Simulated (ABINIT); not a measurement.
# Quasiparticle gap of AlN (F-43m) in ABINIT, part 2 of 3

How does a plane-wave GW calculation on AlN (F-43m) run from the first input to the gap?

ABINIT 10.8.3; LDA and many-body steps on it, plane waves. Known limits of the many-body steps: not at the basis limit.

So far. Step 2 (Ground state): The gap is indirect, with the least direct gap 0.98 eV higher.

### Step 3. Bands along the symmetry lines

Level of this step: DFT, LDA, plane waves, norm-conserving pseudopotentials (ABINIT).

Levels along a band path, at the cheap level, show where the edges lie and whether the meshes to come will hold them.

Contents of run.abi:

```
acell 3*1.0 Angstrom
rprim 
  -0.000000000000 2.183993559600 2.183993559600
  2.183993559600 -0.000000000000 2.183993559600
  2.183993559600 2.183993559600 -0.000000000000
ntypat 2
znucl 13 7
natom 2
typat 1 2
xred 
  0.000000000000 0.000000000000 0.000000000000
  0.750000000000 0.750000000000 0.750000000000
pp_dirpath "pseudos"
pseudos "Al.upf, N.upf"
ecut 36
iscf -2
irdden 1
kptopt 0
nkpt 50
kpt 
  0.00000000 0.00000000 0.00000000
  -0.06250000 -0.06250000 0.00000000
  -0.12500000 -0.12500000 0.00000000
  -0.18750000 -0.18750000 0.00000000
  -0.25000000 -0.25000000 0.00000000
  -0.31250000 -0.31250000 0.00000000
  -0.37500000 -0.37500000 0.00000000
  -0.43750000 -0.43750000 0.00000000
  -0.50000000 -0.50000000 0.00000000
  -0.48437500 -0.48437500 0.03125000
  -0.46875000 -0.46875000 0.06250000
  -0.45312500 -0.45312500 0.09375000
  -0.43750000 -0.43750000 0.12500000
  -0.42187500 -0.42187500 0.15625000
  -0.40625000 -0.40625000 0.18750000
  -0.39062500 -0.39062500 0.21875000
  -0.37500000 -0.37500000 0.25000000
  -0.37500000 0.00000000 0.37500000
  -0.32812500 0.00000000 0.32812500
  -0.28125000 0.00000000 0.28125000
  -0.23437500 0.00000000 0.23437500
  -0.18750000 0.00000000 0.18750000
  -0.14062500 0.00000000 0.14062500
  -0.09375000 0.00000000 0.09375000
  -0.04687500 0.00000000 0.04687500
  0.00000000 0.00000000 0.00000000
  0.00000000 0.00000000 0.06250000
  0.00000000 0.00000000 0.12500000
  0.00000000 0.00000000 0.18750000
  0.00000000 0.00000000 0.25000000
  0.00000000 0.00000000 0.31250000
  0.00000000 0.00000000 0.37500000
  0.00000000 0.00000000 0.43750000
  0.00000000 0.00000000 0.50000000
  -0.06250000 -0.03125000 0.46875000
  -0.12500000 -0.06250000 0.43750000
  -0.18750000 -0.09375000 0.40625000
  -0.25000000 -0.12500000 0.37500000
  -0.31250000 -0.15625000 0.34375000
  -0.37500000 -0.18750000 0.31250000
  -0.43750000 -0.21875000 0.28125000
  -0.50000000 -0.25000000 0.25000000
  -0.50000000 -0.28125000 0.21875000
  -0.50000000 -0.31250000 0.18750000
  -0.50000000 -0.34375000 0.15625000
  -0.50000000 -0.37500000 0.12500000
  -0.50000000 -0.40625000 0.09375000
  -0.50000000 -0.43750000 0.06250000
  -0.50000000 -0.46875000 0.03125000
  -0.50000000 -0.50000000 0.00000000
istwfk *1
nband 14
nbdbuf 5
tolwfr 1e-07
nstep 50
prtwf 0
prtvol 0
indata_prefix "in"
outdata_prefix "out"
tmpdata_prefix "tmp"
```

The run is started by

```sh
$ OMP_NUM_THREADS=1 mpirun -n 8 abinit run.abi > log
```

Numbers of over 12 decimals in the logs are rounded to 6 here.

What it wrote:

```text
.Version 10.8.3 of ABINIT. v10.8.2 released Aug 2026.

 Symmetries : space group F-4 3 m (#216); Bravais cF (face-center cubic)
[... echo of the input left out ...]
== DATASET  1 ==================================================================
-   mpi_nproc: 8, omp_nthreads: 1 (-1 if OMP is not activated)

--- !DatasetInfo
iteration_state: {dtset: 1, }
dimensions: {natom: 2, nkpt: 50, mband: 14, nsppol: 1, nspinor: 1, nspden: 1, mpw: 1475, }
cutoff_energies: {ecut:  36.0, pawecutdg:  -1.0, }
electrons: {nelect:   8.00000000E+00, charge:   0.00000000E+00, occopt:   1.00000000E+00, tsmear:   1.00000000E-02, }

 Real(R)+Recip(G) space primitive vectors, cartesian coordinates (Bohr,Bohr^-1):
 R(1)=  0.0000000  4.1271497  4.1271497  G(1)= -0.1211490  0.1211490  0.1211490
 R(2)=  4.1271497  0.0000000  4.1271497  G(2)=  0.1211490 -0.1211490  0.1211490
 R(3)=  4.1271497  4.1271497  0.0000000  G(3)=  0.1211490  0.1211490 -0.1211490
 Unit cell volume ucvol=  1.4059849E+02 bohr^3
 Angles (23,13,12)=  6.00000000E+01  6.00000000E+01  6.00000000E+01 degrees

 getcut: wavevector=  0.0000  0.0000  0.0000  ngfft=  32  32  32
         ecut(hartree)=     36.000   => boxcut(ratio)=   2.02987

--- Pseudopotential description ------------------------------------------------
- Al Generated using ONCVPSP code by D. R. Hamann
- 13.00000   3.00000  180309                  znucl, zion, pspdat
12 -1012 2 -1 1854                            pspcod,pspxc,lmax,lloc,mmax
     nproj     2     2     2
  pspatm : epsatm=    0.57439143
         --- l  ekb(1:nproj) -->
             0    5.725870    0.726131
             1    6.190420    0.914022
             2   -4.229503   -0.925599
 pspatm: atomic psp has been read  and splines computed

- N Generated using ONCVPSP code by D. R. Hamann
-  7.00000   5.00000  180309                  znucl, zion, pspdat
12 -1012 1 -1 1058                            pspcod,pspxc,lmax,lloc,mmax
     nproj     2     2     0
  pspatm : epsatm=    5.30777321
         --- l  ekb(1:nproj) -->
[...]
pspatm: atomic psp has been read  and splines computed

--------------------------------------------------------------------------------

================================================================================
 prteigrs : about to open file out_EIG
 Non-SCF case, kpt    1 (  0.00000  0.00000  0.00000), residuals and eigenvalues=
  2.89E-08  7.21E-08  9.76E-09  7.77E-08  3.48E-08  5.24E-08  7.78E-08  6.72E-08
  3.70E-08  9.94E-08  5.81E-08  5.52E-08  2.14E-07  2.96E-07
 -3.4191E-01  2.0243E-01  2.0243E-01  2.0243E-01  3.5837E-01  6.5658E-01
  6.5658E-01  6.5658E-01  8.4940E-01  8.4940E-01  8.9826E-01  8.9826E-01
  8.9826E-01  9.6883E-01
 Non-SCF case, kpt    2 ( -0.06250 -0.06250  0.00000), residuals and eigenvalues=
  4.94E-08  7.93E-08  8.44E-09  8.61E-08  5.21E-08  4.70E-08  1.00E-08  6.82E-08
[...]
9.3657E-01  1.0001E+00
 Non-SCF case, kpt    3 ( -0.12500 -0.12500  0.00000), residuals and eigenvalues=
  9.47E-08  7.99E-09  4.90E-08  8.37E-09  1.33E-08  1.46E-08  1.03E-08  1.32E-08
[...]
9.7510E-01  1.0571E+00
[...]
Non-SCF case, kpt   49 ( -0.50000 -0.46875  0.03125), residuals and eigenvalues=
[...]
1.1777E+00  1.2097E+00
 Non-SCF case, kpt   50 ( -0.50000 -0.50000  0.00000), residuals and eigenvalues=
[...]
1.1691E+00  1.2037E+00

--- !ResultsGS
iteration_state: {dtset: 1, }
comment   : Summary of ground state results
lattice_vectors:
- [ -0.0000000,   4.1271497,   4.1271497, ]
- [  4.1271497,  -0.0000000,   4.1271497, ]
- [  4.1271497,   4.1271497,  -0.0000000, ]
lattice_lengths: [   5.83667,    5.83667,    5.83667, ]
lattice_angles: [ 60.000,  60.000,  60.000, ] # degrees, (23, 13, 12)
lattice_volume:   1.4059849E+02
convergence: {deltae:  0.000E+00, res2:  0.000E+00, residm:  9.944E-08, diffor:  0.000E+00, }
etotal    :  -1.28415815E+01
entropy   :   0.00000000E+00
fermie    :   2.02431740E-01
cartesian_stress_tensor: null
pressure_GPa: null
xred      :
- [  0.0000E+00,   0.0000E+00,   0.0000E+00, Al]
- [  7.5000E-01,   7.5000E-01,   7.5000E-01,  N]
cartesian_forces: null
force_length_stats: {min: null, max: null, mean: null, }

 Integrated electronic density in atomic spheres:
 ------------------------------------------------
 Atom  Sphere_radius  Integrated_density
[...]
================================================================================

 ----iterations are completed or convergence reached----

 Mean square residual over all n,k,spin=   44.909E-09; max=  99.438E-09
 reduced coordinates (array xred) for    2 atoms
       0.000000000000      0.000000000000      0.000000000000
       0.750000000000      0.750000000000      0.750000000000

 cartesian coordinates (angstrom) at end:
    1      0.000000     0.000000     0.000000
    2      3.275990     3.275990     3.275990
 length scales=  1.889726125908  1.889726125908  1.889726125908 bohr
              =  1.000000000000  1.000000000000  1.000000000000 angstroms
 prteigrs : about to open file out_EIG
 Eigenvalues (hartree) for nkpt=  50  k points:
 kpt#   1, nband= 14, wtk=  1.00000, kpt=  0.0000  0.0000  0.0000 (reduced coord)
[...]
kpt#   2, nband= 14, wtk=  1.00000, kpt= -0.0625 -0.0625  0.0000 (reduced coord)
[...]
kpt#   3, nband= 14, wtk=  1.00000, kpt= -0.1250 -0.1250  0.0000 (reduced coord)
[...]
kpt#  49, nband= 14, wtk=  1.00000, kpt= -0.5000 -0.4687  0.0313 (reduced coord)
  -0.23961    0.02121    0.13476    0.13477    0.32565    0.51540    0.70556    0.76589
   0.77207    1.06137    1.06447    1.16616    1.17769    1.20965
 kpt#  50, nband= 14, wtk=  1.00000, kpt= -0.5000 -0.5000  0.0000 (reduced coord)
  -0.23969    0.02041    0.13644    0.13644    0.32219    0.51272    0.70677    0.77099
   0.77099    1.06229    1.07185    1.16902    1.16905    1.20374

== END DATASET(S) ==============================================================
================================================================================

 -outvars: echo values of variables after computation  --------
            nband          14
             nkpt          50
          spgroup         216
 [... the other variables as echoed above ...]

 Calculation completed.
```

Wall time 2.5 s (8 MPI ranks of Arm Neoverse V2, shared host); peak memory 0.07 GiB; 19 s of CPU time.

This step gave:

| Quantity | Value |
| --- | --- |
| gap | 3.259 eV |
| k of the valence top | 0, 0, 0 |
| k of the conduction bottom | -0.5, -0.5, 0 |
| least direct gap | 4.243 eV |

The gap is 3.259 eV, as in the run before at this level.

The electronic bands at the labelled points (eV, zero at the top of the highest filled band; v1 is the highest filled band, c1 the lowest empty one):

| point | v4 | v3 | v2 | v1 | c1 | c2 | c3 | c4 |
| --- | --- | --- | --- | --- | --- | --- | --- | --- |
| Γ | -14.81 | 0.00 | 0.00 | 0.00 | 4.24 | 12.36 | 12.36 | 12.36 |
| X | -12.03 | -4.95 | -1.80 | -1.80 | 3.26 | 8.44 | 13.72 | 15.47 |
| U | -12.05 | -4.30 | -3.67 | -1.39 | 5.09 | 9.96 | 12.86 | 13.99 |
| jump to K | -12.05 | -4.30 | -3.67 | -1.39 | 5.09 | 9.96 | 12.86 | 13.99 |
| Γ | -14.81 | 0.00 | 0.00 | 0.00 | 4.24 | 12.36 | 12.36 | 12.36 |
| L | -12.69 | -5.91 | -0.49 | -0.49 | 7.28 | 9.77 | 11.01 | 11.01 |
| W | -11.97 | -3.83 | -3.48 | -2.73 | 5.98 | 11.28 | 11.84 | 11.95 |
| X | -12.03 | -4.95 | -1.80 | -1.80 | 3.26 | 8.44 | 13.72 | 15.47 |

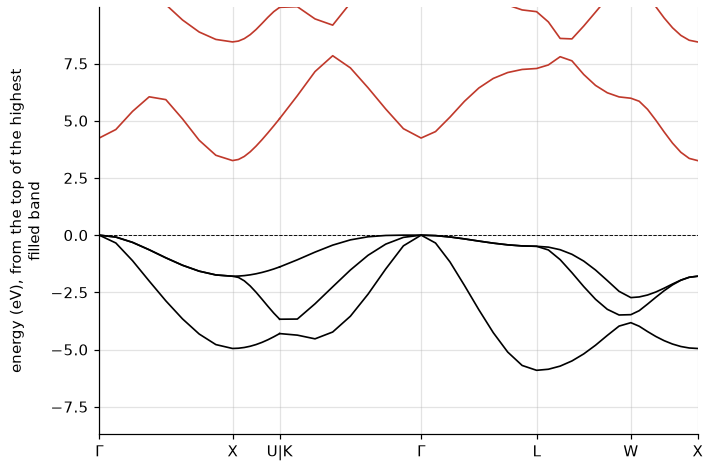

Electronic bands along the path; lines of filled and empty bands in two colours.

### Step 4. Empty states on the mesh, 6×6×6 mesh, 540 bands

The sums over transitions need many empty states on a uniform mesh; this step solves for them.

Contents of run.abi:

```
acell 3*1.0 Angstrom
rprim 
  -0.000000000000 2.183993559600 2.183993559600
  2.183993559600 -0.000000000000 2.183993559600
  2.183993559600 2.183993559600 -0.000000000000
ntypat 2
znucl 13 7
natom 2
typat 1 2
xred 
  0.000000000000 0.000000000000 0.000000000000
  0.750000000000 0.750000000000 0.750000000000
pp_dirpath "pseudos"
pseudos "Al.upf, N.upf"
ecut 36
ngkpt 6 6 6
nshiftk 1
shiftk 0 0 0
kptopt 1
chksymbreak 0
irdden 1
istwfk *1
nband 540
prtvol 0
optdriver 6
gwr_task "HDIAGO"
paral_kgb 0
occopt 1
indata_prefix "in"
outdata_prefix "out"
tmpdata_prefix "tmp"
```

What it wrote:

```text
[banner, memory and clock lines left out]
.Version 10.8.3 of ABINIT. v10.8.2 released Aug 2026.

 Symmetries : space group F-4 3 m (#216); Bravais cF (face-center cubic)
[... echo of the input left out ...]
== DATASET  1 ==================================================================
-   mpi_nproc: 8, omp_nthreads: 1 (-1 if OMP is not activated)

--- !DatasetInfo
iteration_state: {dtset: 1, }
dimensions: {natom: 2, nkpt: 16, mband: 540, nsppol: 1, nspinor: 1, nspden: 1, mpw: 1464, }
cutoff_energies: {ecut:  36.0, pawecutdg:  -1.0, }
electrons: {nelect:   8.00000000E+00, charge:   0.00000000E+00, occopt:   1.00000000E+00, tsmear:   1.00000000E-02, }

.Using double precision arithmetic; gwpc =  8

- Reading GS density from: in_DEN

--- Pseudopotential description ------------------------------------------------
- Al Generated using ONCVPSP code by D. R. Hamann
- 13.00000   3.00000  180309                  znucl, zion, pspdat
12 -1012 2 -1 1854                            pspcod,pspxc,lmax,lloc,mmax
     nproj     2     2     2
  pspatm : epsatm=    0.57439143
         --- l  ekb(1:nproj) -->
             0    5.725870    0.726131
             1    6.190420    0.914022
             2   -4.229503   -0.925599
 pspatm: atomic psp has been read  and splines computed

- N Generated using ONCVPSP code by D. R. Hamann
-  7.00000   5.00000  180309                  znucl, zion, pspdat
12 -1012 1 -1 1058                            pspcod,pspxc,lmax,lloc,mmax
     nproj     2     2     0
  pspatm : epsatm=    5.30777321
         --- l  ekb(1:nproj) -->
             0    7.408032    0.617798
             1   -4.361519   -1.032581
 pspatm: atomic psp has been read  and splines computed

   4.70573171E+01                                ecore*ucvol(ha*bohr**3)

 Total charge density [el/Bohr^3]
)     Maximum=    5.4126E-01  at reduced coord.    0.7813    0.7813    0.8125
)     Minimum=    1.1985E-03  at reduced coord.    0.0000    0.0000    0.0000
   Integrated=    8.0000E+00

 === KS gaps after direct diagonalization ===
 Indirect band gap semiconductor
 Fundamental gap:     3.259 (eV)
   VBM:     5.508 (eV) at k: [ 0.0000E+00,  0.0000E+00,  0.0000E+00]
   CBM:     8.767 (eV) at k: [ 5.0000E-01,  5.0000E-01,  0.0000E+00]
 Direct gap:         4.243 (eV) at k: [ 0.0000E+00,  0.0000E+00,  0.0000E+00]

== END DATASET(S) ==============================================================

 -outvars: echo values of variables after computation  --------
           etotal      0.0000000000E+00
            nband         540
             nkpt          16
          spgroup         216
 [... the other variables as echoed above ...]

 Calculation completed.
```

Elapsed: 7.9 s, on 8 MPI ranks; peak memory 1.5 GiB; 62 s of CPU time.

This step gave:

```
gap                                                           : 3.259 eV
k of the valence top                                          : 0, 0, 0
k of the conduction bottom                                    : 0.5, 0.5, 0
least direct gap                                              : 4.243 eV
k points computed                                             : 16
lowest point of the top converged band, above the valence top : 481.4356 eV
```

On this mesh the gap is 3.259 eV.

### Step 5. Screening, 6×6×6 mesh, 532 bands, screening to 598.7 eV

The RPA dielectric matrix is built and inverted for each q.

This step: RPA screening on LDA, plane waves, norm-conserving pseudopotentials.

run.abi: that of step 4 with these lines changed.

```diff
@@ -20,10 +20,11 @@
 chksymbreak 0
-irdden 1
 istwfk *1
-nband 540
-prtvol 0
-optdriver 6
-gwr_task "HDIAGO"
-paral_kgb 0
 occopt 1
+irdwfk 1
+optdriver 3
+nband 532
+ecuteps 22
+inclvkb 2
+awtr 1
+symchi 1
 indata_prefix "in"
```

What it wrote:

```text
.Version 10.8.3 of ABINIT. v10.8.2 released Aug 2026.

 Symmetries : space group F-4 3 m (#216); Bravais cF (face-center cubic)
[... echo of the input left out ...]
== DATASET  1 ==================================================================
-   mpi_nproc: 8, omp_nthreads: 1 (-1 if OMP is not activated)

--- !DatasetInfo
iteration_state: {dtset: 1, }
dimensions: {natom: 2, nkpt: 16, mband: 532, nsppol: 1, nspinor: 1, nspden: 1, mpw: 1464, }
cutoff_energies: {ecut:  36.0, pawecutdg:  -1.0, }
electrons: {nelect:   8.00000000E+00, charge:   0.00000000E+00, occopt:   1.00000000E+00, tsmear:   1.00000000E-02, }

 SCREENING: Calculation of the susceptibility and dielectric matrices

 Based on a program developped by R.W. Godby, V. Olevano, G. Onida, and L. Reining.
 Incorporated in ABINIT by V. Olevano, G.-M. Rignanese, and M. Torrent.
.Using double precision arithmetic ; gwpc =  8

[... cell and pseudopotentials left out ...]
--------------------------------------------------------------------------------

 ==== K-mesh for the wavefunctions ====
 Number of points in the irreducible wedge :    16
[... list of points left out ...]
 Together with 24 symmetry operations and time-reversal symmetry
 yields   216 points in the full Brillouin Zone.

 ==== Q-mesh for the screening function ====
 Number of points in the irreducible wedge :    16
[... list of points left out ...]
 Together with 24 symmetry operations and time-reversal symmetry
 yields   216 points in the full Brillouin Zone.

 setmesh: FFT mesh size selected  =    27x   27x   27
          total number of points  =        19683

 vcoul_init : cutoff-mode = AUXILIARY_FUNCTION
 q-points for optical limit:   1
     1)      0.000010    0.000020    0.000030

- screening: taking advantage of time-reversal symmetry
- Maximum band index for partially occupied states nbvw = 4
- Remaining bands to be divided among processors   nbcw = 528
- Number of bands treated by each node ~66

 Number of electrons calculated from density =    8.0000; Expected =    8.0000
 average of density, n =  0.056900
 r_s =    1.6129
 omega_plasma =   23.0097 [eV]

 calculating chi0 at frequencies [eV] :
  1    0.000000E+00    0.000000E+00
  2    0.000000E+00    2.300966E+01

--------------------------------------------------------------------------------
  q-point number  1        q = ( 0.000000, 0.000000, 0.000000) [r.l.u.]
--------------------------------------------------------------------------------
[... chi0 elements left out ...]
 For q-point:  0.000010 0.000020 0.000030
  dielectric constant =   4.4069
  dielectric constant without local fields =   4.8539

  Average fulfillment of the sum rule on Im[epsilon] for q-point    1 :     99.66  [%]
[... wings left out ...]
  q-point number  2        q = ( 0.166667, 0.000000, 0.000000) [r.l.u.]
--------------------------------------------------------------------------------
[... chi0 elements left out ...]
  Average fulfillment of the sum rule on Im[epsilon] for q-point    2 :    100.47  [%]

 [... 14 further q-points ...]
```

Run time: 8.3 min. Hardware: 8 MPI ranks; peak memory 5.4 GiB; 67 min of CPU time.

This step gave:

```
ε∞ with local fields, on this mesh, along the program's q direction : 4.407
the same without local fields                                       : 4.854
plasma frequency                                                    : 23.01 eV
plane waves in the screening matrix                                 : 701
```

Local fields lower ε∞ by 9 %.

(Continued in part 3 of 3.)

[Paths, hosts, dates, memory and timing lines, banners, echoed tables and standing remarks are left out of the program output.]

[Logs are printed without paths, hosts, clocks, repeated set-up lines and the standing remarks that a program may print on its own settings, such as how far it seeks lower states.]

[Runs of the session that timed out or met a known fault of the program may be left out.]

[Hosts, paths, dates, database ids (printed as entryN), source tags and the programs' standing remarks are cut or masked in the printed files.]

[G0W0 gaps are taken among the corrected bands and points alone; a level outside them can change the order at an edge.]

[Where Ansatz stands beside ABINIT at settings called matched, ABINIT's density can come from a denser mesh and the files from another edition; pairs whose starting gaps differed by over 0.03 eV were left out, so agreement reads better than it is.]
